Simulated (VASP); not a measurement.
Band structure of Zr (hcp). Calculation: optB88-vdW, VASP's PBE PAW potentials (set 64) (plane waves; VASP 6.6.1).

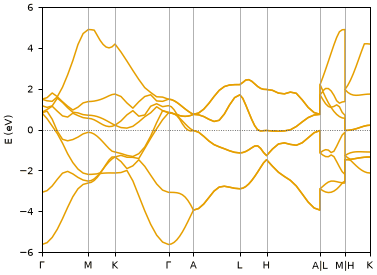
Figure. Bands along high-symmetry lines, zero at the valence-band maximum or, without a gap, the Fermi level

Q: Read the plot: is there a gap, and where are the band edges?

A: It has no gap at this level: it comes out as a metal or semimetal. (Edges off the drawn lines would not show.)

The compound is Zr in the hcp structure. It was relaxed first.
